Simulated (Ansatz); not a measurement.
A series of calculations on BN2H6Cl

### Relaxation

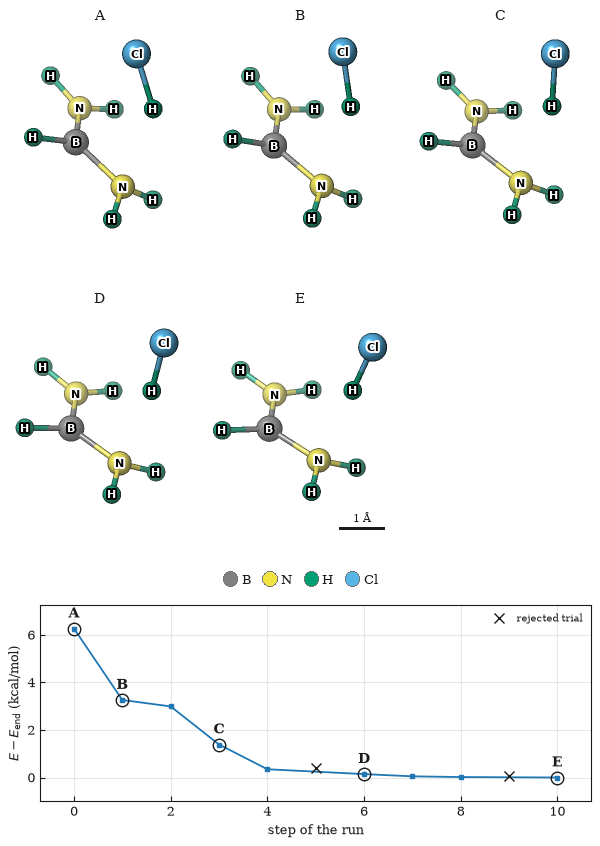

Frames of a relaxation of BN2H6Cl, marked on the history of the run. A ball-and-stick model, seen from a free direction.

The run prepares an end point of a later path (reaction) calculation, from a guessed geometry.

The calculation used RHF/def2-SVP in Ansatz 0.2.0.

Input file:
```yaml
crystal:
  periodic: [false, false, false]
  atoms:
    - { symbol: B, position_ang: [0.049552, -0.094904, 0.174224] }
    - { symbol: "N", position_ang: [0.065388, -0.323798, 1.646858] }
    - { symbol: H, position_ang: [-0.766827, -0.657996, 2.088593] }
    - { symbol: H, position_ang: [0.894105, -0.65205, 2.102356] }
    - { symbol: "N", position_ang: [1.233999, -0.051336, -0.57273] }
    - { symbol: H, position_ang: [2.147729, -0.105997, -0.173426] }
    - { symbol: H, position_ang: [1.234935, 0.192171, -1.540323] }
    - { symbol: H, position_ang: [-1.012443, 0.018608, -0.368874] }
    - { symbol: Cl, position_ang: [-0.235117, 2.914128, 0.755717] }
    - { symbol: H, position_ang: [-0.11742, 1.923474, 1.623704] }
basis:
  gaussian: { orbitals: def2-SVP }
hamiltonian:
  xc: hf
relax:
  f_tol: 0.03
  max_steps: 50
```

Launched with:
```bash
ansatz run input.yaml --threads 1 --pin off --max-ram 2048MiB --backend cpu --events-out ev --progress --plain --runs-dir out
```

### Describe the path.

The energy falls by 6.26 kcal/mol in 8 accepted moves (10 points after the start). Largest force component: 1.8 eV/Å at the start, 0.013 eV/Å at the end. The line search rejected the trial steps at points 5, 9 of the run. Cl9 moves most after the best rigid fit: 0.99 Å. Largest moves by element: Cl 0.99 Å, H 0.46 Å, N 0.23 Å, B 0.23 Å. Among the contacts that change: B1–N2 1.490 → 1.429 Å, Cl9–H10 1.322 → 1.282 Å, B1–H8 1.198 → 1.202 Å. Cost: 18 s on 1 thread of Arm Neoverse V1, with other jobs on the host, peak memory 0.16 GiB. From step 0 to 1: Cl9 moves most (0.19 Å), energy −3.00 kcal/mol. From step 1 to 3: Cl9 moves most (0.39 Å), energy −1.87 kcal/mol. From step 3 to 6: Cl9 moves most (0.23 Å), energy −1.24 kcal/mol. From step 6 to 10: Cl9 moves most (0.24 Å), energy −0.14 kcal/mol.

| step | E − E(0), kcal/mol | largest force component, eV/Å | note |
| --- | --- | --- | --- |
| 0 | 0.00 | 1.7653 |  |
| 1 | -3.00 | 0.9785 |  |
| 2 | -3.27 | 1.7189 |  |
| 3 | -4.88 | 1.1355 |  |
| 4 | -5.92 | 0.2888 |  |
| 5 | -5.86 | 0.2923 | rejected |
| 6 | -6.12 | 0.1213 |  |
| 7 | -6.21 | 0.0372 |  |
| 8 | -6.24 | 0.1069 |  |
| 9 | -6.21 | 0.2746 | rejected |
| 10 | -6.26 | 0.0131 |  |

Limits of the set-up: the start holds two separate molecules, 2.3 Å apart at their closest, whose relative position is a soft coordinate and is computed without a dispersion correction; Hartree-Fock leaves out electron correlation.

### Relaxation

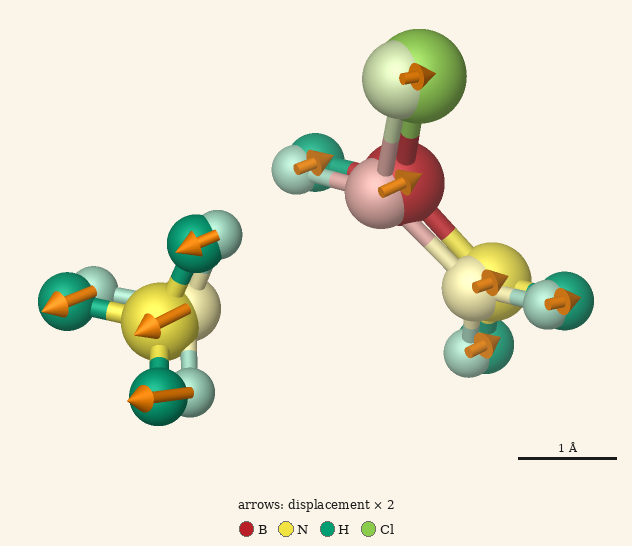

A relaxation of BN₂H₆Cl. The starting structure is drawn faded, the final one solid; orange arrows show the displacements, 2 times their true length. The two geometries are superimposed by the best rigid fit.

A ball-and-stick model, seen at a tilt.

The run prepares an end point of a later path (reaction) calculation, from a guessed geometry.

The calculation used RHF/def2-SVP in Ansatz. Set-up: no spin polarisation; force threshold 0.03 eV/Å; at most 50 steps.

> What did the optimiser do to the structure, and how much energy did it gain?

The energy falls by 0.089 eV in 9 accepted moves (10 points after the start). Largest force component: 1 eV/Å at the start, 0.021 eV/Å at the end. The line search rejected the trial step at point 2 of the run. An H atom moves most after the best rigid fit: 0.45 Å. Largest moves by element: H 0.45 Å, N 0.36 Å, B 0.26 Å, Cl 0.21 Å. Among the contacts that change: B–Cl 1.841 → 1.797 Å, H–N 1.027 → 1.006 Å.

Limits of the set-up: the start holds two separate molecules, 2.6 Å apart at their closest, whose relative position is a soft coordinate and is computed without a dispersion correction; Hartree-Fock leaves out electron correlation.

### Path

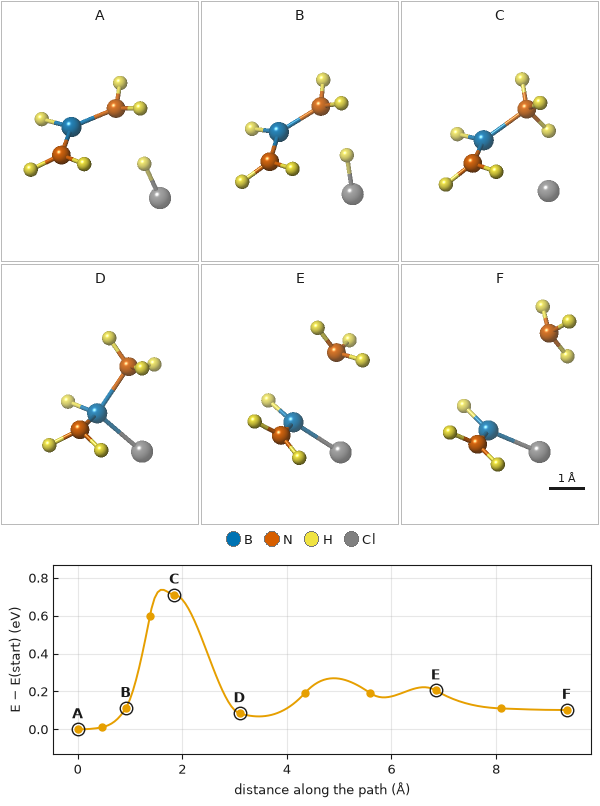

A nudged-elastic-band calculation for BN₂H₆Cl. Images are numbered from 0 (start) to 10 (end). Frames A to F are images 0, 2, 4, 5, 8, 10. The picture is a ball-and-stick view, seen from a free direction.

Theory: Ansatz, RHF/def2-SVP. Settings: 9 movable images; climbing image; force threshold 0.05 eV/Å; iteration limit 60; starting path through a guess of the saddle point.

### Describe the mechanism and the energy profile.

The path has more than one stage, and so few images may leave a stage unresolved. Breaking: B–N (1.43 → 3.37 Å), Cl–H (1.28 → 2.98 Å). Forming: B–Cl (3.93 → 1.80 Å), H–N (2.19 → 1.01 Å). The highest point, image 4, lies 0.71 eV above the start and 0.61 eV above the end; the end is at +0.10 eV relative to the start. The profile has 3 maxima (images 4, 6, 8) with a dip at image 5 (+0.08 eV), so the process runs in steps. The band converged in 41 iterations. The largest component of the band force went from 22 to 0.035 eV/Å. The climbing image converged on the top of the path. Its vibrational analysis gives one imaginary mode (177i cm⁻¹), as a transition state must have.

Limits of the set-up: Hartree-Fock leaves out electron correlation.

Cost: 8.4 min on 1 thread of Arm Neoverse V1, with other jobs on the host, peak memory 0.16 GiB.
